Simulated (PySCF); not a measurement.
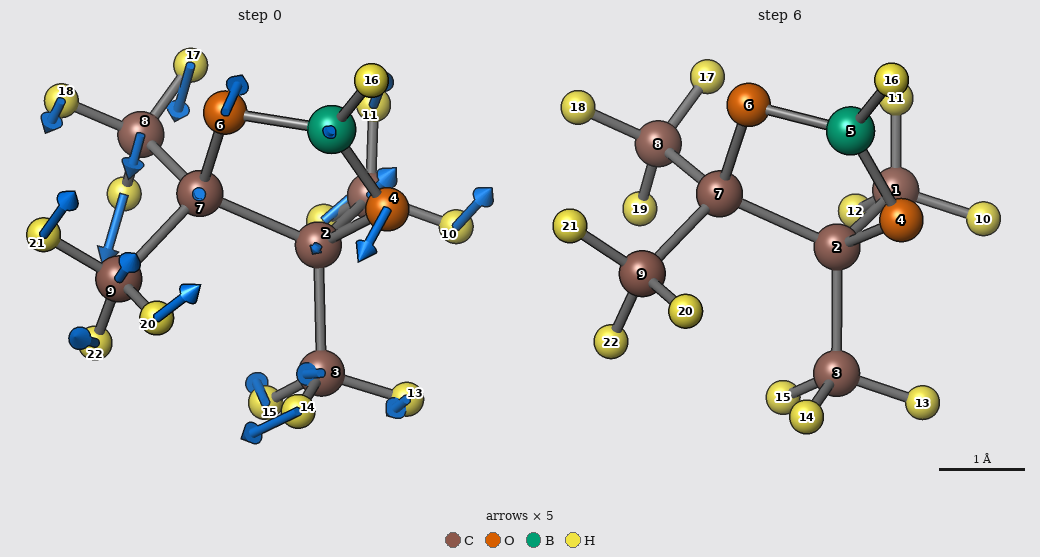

The structure of C6H13BO2 before (left) and after (right) a relaxation, at one scale. The blue arrows give the displacements, 5 times their true length.

A ball-and-stick model, seen at a tilt.

The start comes from GFN2-xTB.

Computed with PySCF, PBE0-D3(BJ)/def2-SVP geometry optimisation, gas phase. 

### Summarise the run.

H14 moves most after the best rigid fit: 0.22 Å. By element the largest moves are H 0.22 Å, O 0.16 Å, C 0.13 Å, B 0.04 Å. Some distances before and after: B5–H16 1.162 → 1.202 Å, C1–H10 1.088 → 1.099 Å, C2–O4 1.430 → 1.440 Å, C1–C2 1.534 → 1.524 Å. After 6 geometry steps the energy has fallen by 8.27 kJ/mol. The largest force component goes from 1 to 0.0047 eV/Å.
